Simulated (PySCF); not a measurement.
# SnH2F2 (SMILES [F][SnH2][F]) at HF/3-21G

What is the vertical ionisation energy of SnH2F2 at HF/3-21G? The job is set up through a Python script.

Program for the calculation: PySCF 2.14.0.

2 further runs of the same task are left out: 2 set aside as unsound or not needed.

## Step 1: The system as given

The species is SnH2F2 (5 atoms), meant as a singlet with charge 0. As SMILES, `[F][SnH2][F]`. The coordinates come from a PBE0-D4/def2-TZVP relaxation.

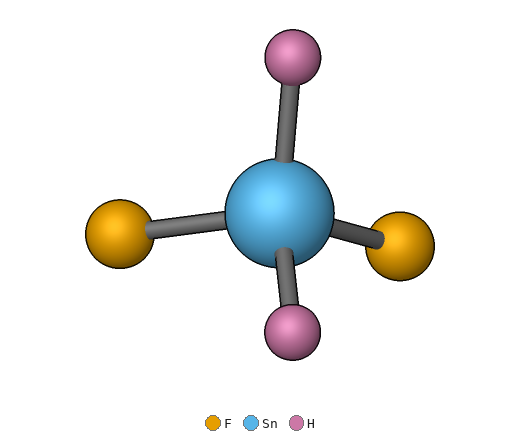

The structure, seen from a chosen angle (fluorine amber, tin blue, hydrogen pink).

## Step 2: The energy at HF/3-21G

File calc.py:

```python
from pyscf import gto, scf

mol = gto.M(
    atom='''
F       -0.343500      -0.356300       1.741400
Sn       0.128900      -0.073200      -0.086200
F       -1.231200       1.110700      -0.712400
H       -0.087400      -1.547100      -0.889100
H        1.583200       0.792100      -0.095000
''',
    verbose=3,
    charge=0,
    basis='3-21g',
    max_memory=1860,
)

mf = scf.RHF(mol)
mf.conv_tol = 1e-10
mf.kernel()
if not mf.converged:
    mf = mf.newton().run(mf.mo_coeff, mf.mo_occ)

e_final = mf.e_tot
print('E(%s) = %.9f' % ('HF', e_final))
```

Launch:

```sh
OMP_NUM_THREADS=1 python calc.py
```

The program printed:

```text
converged SCF energy = -6195.29516656602
E(HF) = -6195.295166566
```

Wall time 0.97 s (1 thread of Arm Neoverse V1, shared host); peak memory 0.12 GiB.

## Step 3: The doublet cation at the same level

File run.py:

```python
from pyscf import gto, scf

mol = gto.Mole()
mol.atom = '''
F     -0.649121    -0.673309     3.290769
Sn     0.243586    -0.138328    -0.162894
F     -2.326631     2.098919    -1.346241
H     -0.165162    -2.923595    -1.680155
H      2.991814     1.496852    -0.179524
'''
mol.basis = '3-21g'
mol.unit = 'bohr'
mol.max_memory = 1860
mol.charge = 1
mol.spin = 1
mol.verbose = 4
mol.build()

hf = scf.UHF(mol)
hf.conv_tol = 1e-10
hf.kernel()
if not hf.converged:
    hf = hf.newton().run(hf.mo_coeff, hf.mo_occ)

energy = hf.e_tot
print(f'total energy: {energy:.8f} hartree')
```

Launch:

```sh
OMP_NUM_THREADS=1 python run.py
```

The program printed:

```text
PySCF version 2.14.0

[... 97 lines left out ...]
converged SCF energy = -6194.84093025159  <S^2> = 0.84920024  2S+1 = 2.096855
total energy: -6194.84093025 hartree
```

Wall time 1.1 s (1 thread of Arm Neoverse V1, shared host); peak memory 0.12 GiB.

## Step 4: Results

At HF/3-21G:

```
                                          quantity           value
                      singlet SnH2F2: total energy  -6195.29517 Eh
                     singlet SnH2F2: dipole moment          3.69 D
                       singlet SnH2F2: HOMO energy       -13.11 eV
                       singlet SnH2F2: LUMO energy         3.16 eV
                     singlet SnH2F2: HOMO–LUMO gap        16.27 eV
                      doublet cation: total energy  -6194.84093 Eh
doublet cation: HOMO energy (highest over α and β)       -19.91 eV
 doublet cation: LUMO energy (lowest over α and β)       -11.60 eV
                              doublet cation: ⟨S²⟩           0.849
vertical ionisation energy (to the doublet cation)       12.360 eV
```

**Reading.** The vertical ionisation energy comes to 12.36 eV (285 kcal/mol). The negative HOMO energy of the first species, 13.11 eV, lies 0.75 eV above that difference. Relativity is left out (singlet SnH2F2) although the molecule holds a heavy atom. Relativity is left out (doublet cation) although the molecule holds a heavy atom.
